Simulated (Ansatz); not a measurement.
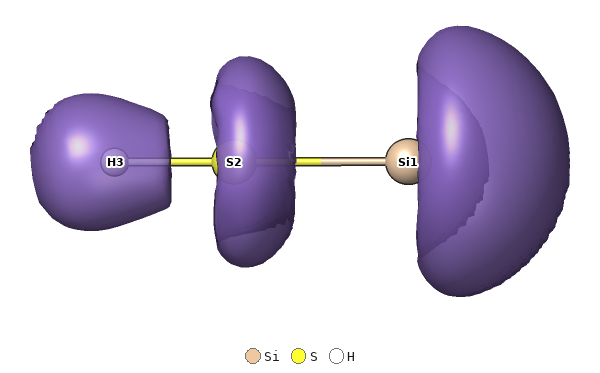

Figure. HSSi (charge +1). Isosurface of the electron localisation function at 0.85 (purple), seen from one side. Only the valence region is drawn (cores and ρ < 0.01 e/Å³ removed).

Computed with UKS r2SCAN/def2-SVP (Ansatz).

The calculation's input:

```
crystal:
  periodic: [false, false, false]
  atoms:
    - { symbol: Si, position_ang: [-0.01317, -0.16569, -0.0254] }
    - { symbol: S, position_ang: [0.13983, 1.75968, 0.26962] }
    - { symbol: H, position_ang: [0.2479, 3.11957, 0.478] }
total_charge: 1
magnetization:
  spin_polarized: true
basis:
  gaussian: { orbitals: def2-SVP }
hamiltonian:
  xc: r2scan
relax:
  f_tol: 0.02
  max_steps: 50
output:
  orbitals: {}
```

Launched as:

```sh
ansatz run input.yaml --threads 1 --pin off --max-ram 2048MiB --backend cpu --events-out ev --progress --plain --runs-dir out
```

The fields are those of the relaxed geometry.

Question: What do the ELF domains correspond to?

Answer: At this value the surface marks out one region around a hydrogen nucleus, one lobe on Si, pointing away from the bonds (lone pairs) and one region wrapped around S (its lone pairs, merged into a ring or cap). Profiles from the grid: Si–S (2.00 Å): the ELF peaks at about 0.85 between the atoms, as expected for localised, covalent bonding. S–H (1.37 Å): the ELF climbs to about 1 towards the hydrogen, as it does in any bond to H: a covalent bond by its length.
